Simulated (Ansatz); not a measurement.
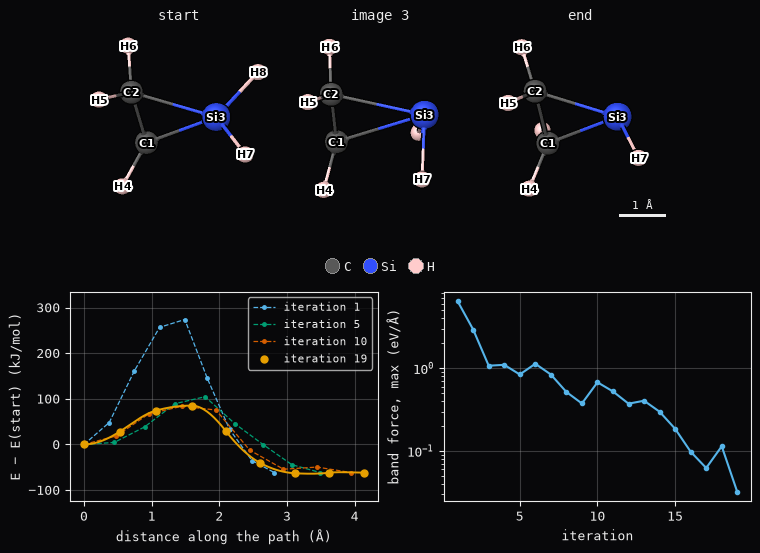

NEB run on C2H5Si (multiplicity 2). Images are numbered from 0 (start) to 8 (end). The plot follows the band through its iterations. The picture is a ball-and-stick view, seen face on.

Level of theory: Ansatz, UKS BLYP-D4/cc-pVDZ. Settings: 7 movable images; climbing image; force threshold 0.05 eV/Å; iteration limit 60; starting path through a guess of the saddle point.

**Judge this run.**

The result is final at these settings. The band converged in 19 iterations. The largest component of the band force went from 6.4 to 0.032 eV/Å. The climbing image converged on the top of the path. Its vibrational analysis gives one imaginary mode (594i cm⁻¹), as a transition state must have. The first iteration put the highest image at 273.8 kJ/mol. The highest point, image 3, lies 85.1 kJ/mol above the start and 146.8 kJ/mol above the end; the end is at −61.7 kJ/mol relative to the start. Image 6 lies below both ends, at −63.1 kJ/mol, which points to an intermediate minimum that so few images don't resolve.
